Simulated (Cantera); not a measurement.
A closed system holds: 1 mol C2F6, equilibrated at 1000 Pa.

These are equilibrium values from Cantera (NASA tables, ideal gas, pure condensed phases), not measurements of a reactor. Candidate condensed phases: C; 13 gas species. The feed counts by its element totals alone. The tables' values for C2F4 are old estimates; treat these amounts as uncertain. Gases not in the tables: C2F6 and larger saturated fluorocarbons. Rates play no part.

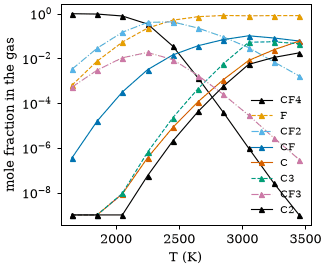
*Equilibrium gas composition (values under 1e-9 drawn at 1e-9)*

Task: Read off the mole fractions at 2450 K.

Result: F about 0.51, CF2 about 0.43, CF4 about 0.035, CF about 0.014, CF3 about 0.0088, C3 about 2.2e-5, C about 8.3e-6, C2 about 2.1e-6.
